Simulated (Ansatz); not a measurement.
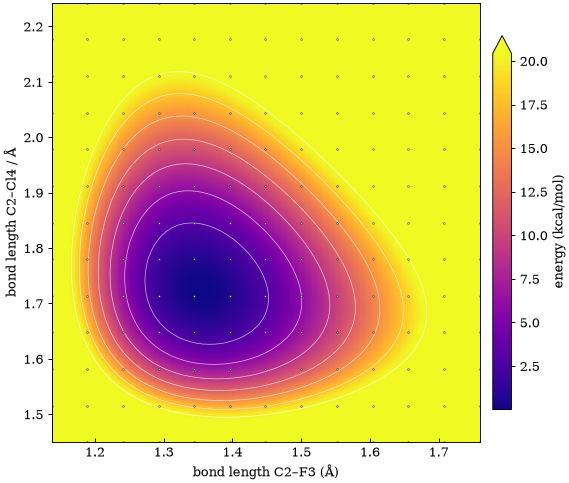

C₂HClF, SMILES [CH]=C(F)Cl, spin multiplicity 2. Coordinates scanned: (1) bond length C2–F3; (2) bond length C2–Cl4. Nothing is relaxed (all other coordinates rigid). The grid has 13 × 13 points. Points are written as (first, second). Energies are in kcal/mol, from the relaxed molecule at the same level. Method: UKS PBE-D4/def2-TZVP (Ansatz 0.2.0).

Drawn: a smooth colour map with a few white contour lines, dots at the grid points, one colour for all values above the top of the scale. Between grid points the surface is interpolated.

Q: Estimate the position of the minimum and the force constants in these coordinates.

A: The interpolated minimum is at bond length C2–F3 ≈ 1.354 Å, bond length C2–Cl4 ≈ 1.725 Å. The curvatures there are about 34 eV/Å² and 23 eV/Å², with a cross term of about 4.1 eV/Å². Round the minimum the two coordinates are weakly coupled (coupling 0.15 in units of the two stiffnesses). (1 eV is 23.1 kcal/mol.)
